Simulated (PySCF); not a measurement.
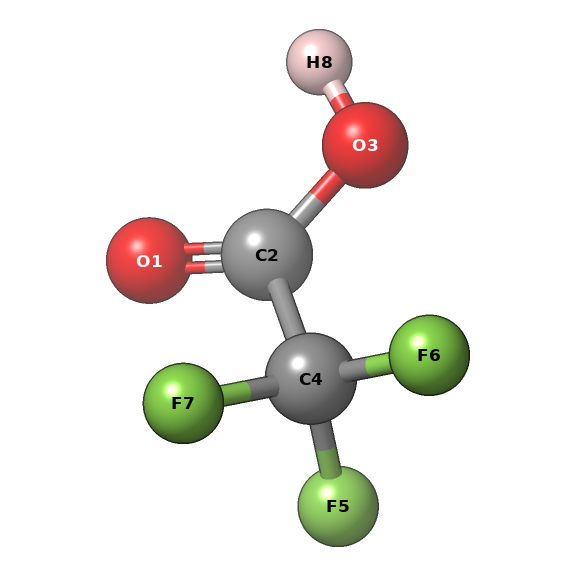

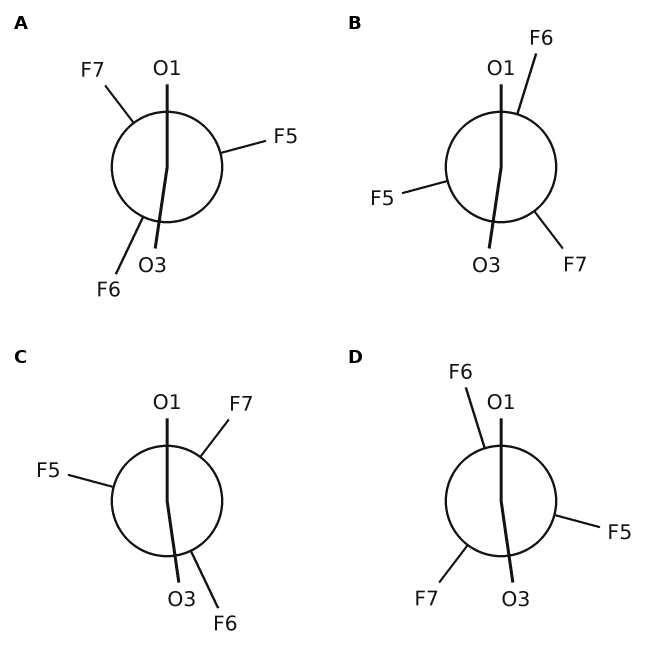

Distant atoms are faded towards the background colour. Bonds that would overlap in a projection are set slightly apart. Geometry: a frame of a GFN2-xTB molecular-dynamics simulation, not a minimum.

Which Newman projection shows the view along C2–C4, with C2 in front?

A. The torsion angle O3–C2–C4–F5 is −113°, anticlinal.
